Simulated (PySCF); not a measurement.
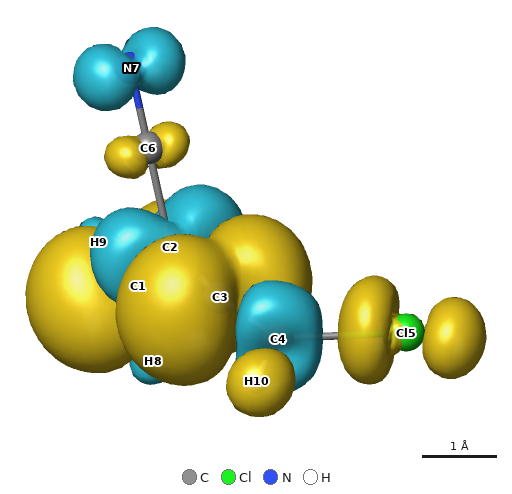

The picture shows: C$_{5}$H$_{3}$ClN (doublet). Isosurfaces of the spin density at +0.015 (yellow) and −0.015 e/Å³ (cyan), seen at an oblique angle.

Geometry: GFN2-xTB.

These are results of PySCF 2.14.0, density-fitted response routines, UKS B3LYP, pcH-1 on C Cl H N, non-relativistic, mean-field spin-orbit, GIAO, not measurements.

```yaml
atoms:
  - { symbol: C, position_ang: [1.4764, -0.9578, 0.1157] }
  - { symbol: C, position_ang: [0.5959, 0.0799, -0.0905] }
  - { symbol: C, position_ang: [-0.7610, -0.0333, -0.1189] }
  - { symbol: C, position_ang: [-2.0343, -0.0747, 0.0229] }
  - { symbol: Cl, position_ang: [-2.8264, 0.1921, 1.5802] }
  - { symbol: C, position_ang: [1.1155, 1.3865, -0.3434] }
  - { symbol: N, position_ang: [1.5426, 2.4289, -0.5412] }
  - { symbol: H, position_ang: [1.1147, -1.9532, 0.2971] }
  - { symbol: H, position_ang: [2.5370, -0.7870, 0.1070] }
  - { symbol: H, position_ang: [-2.7515, -0.2768, -0.7572] }
```

> Which atoms carry the spin?

The unpaired spin (1 electron) lies mostly on C1 (about 0.5), C3 (about 0.4) and Cl5 (about 0.1), in electrons by Hirshfeld's partition, with opposite, polarisation-induced spin on N7.
